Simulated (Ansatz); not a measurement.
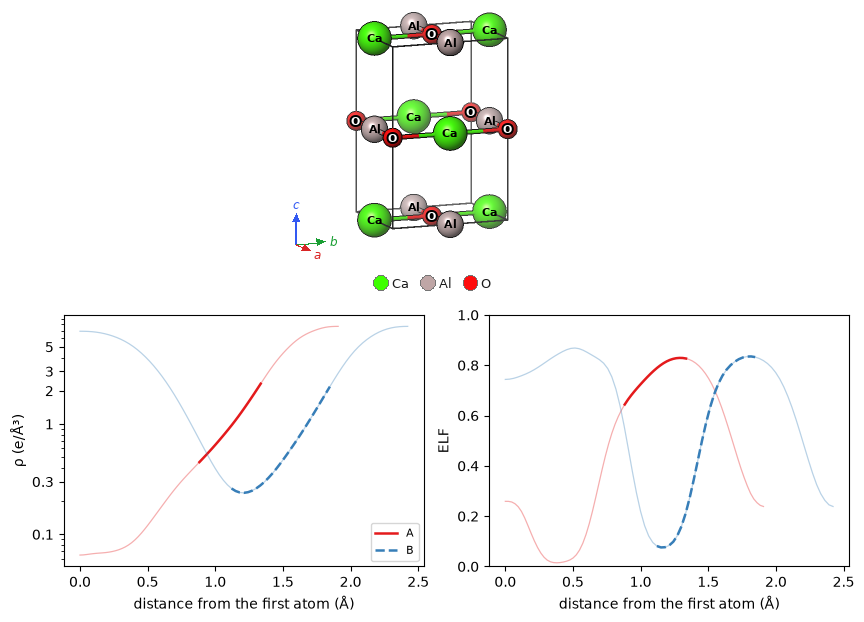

The picture shows: CaAlO. Valence pseudo-density and electron localisation function along straight lines between neighbouring atoms. Thin, pale parts lie inside the atomic spheres. The structure is drawn too.

Space group Immm; a structure generated by program, which may or may not match a known phase; computed without spin polarisation.

These are results of Ansatz, DFT PBE, scalar-relativistic, plane waves, PAW, not measurements.

The density is the valence pseudo-density of a PAW calculation; it isn't the true density close to the nuclei.

### Which curve belongs to which contact (Al–O and Ca–O)? The first atom named is at distance zero.

Curve A: Al–O (1.91 Å): ρ is about 0.56 e/Å³ halfway; the ELF peaks at about 0.85 in the valence shell of O, 0.6 Å from its nucleus, and is about 0.70 at the midpoint. Curve B: Ca–O (2.42 Å): ρ at the midpoint is about 0.24 e/Å³; the ELF is about 0.10 at the midpoint (no shared electron pair shows on this line).
